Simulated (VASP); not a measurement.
Band structure of MoSeS. These are PBEsol GGA with spin-orbit coupling, VASP's PBE PAW potentials (set 64) (plane waves; VASP) values and carry that method's errors.

The cell holds a wide vacuum, so values per volume refer to the whole cell.

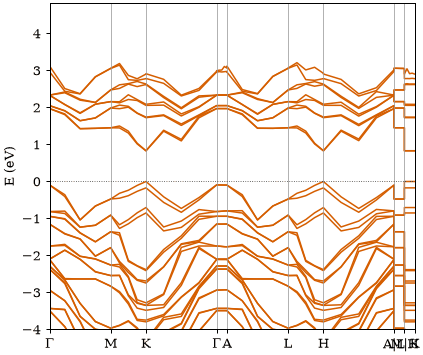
Bands along high-symmetry lines, zero at the valence-band maximum or, without a gap, the Fermi level

Problem. Read the plot: is there a gap, and where are the band edges?

Solution. The gap is direct, 0.83 eV, from the valence maximum at K to the conduction minimum at K.

The cell is a sheet with vacuum, built from a database entry that may be metastable or hypothetical.
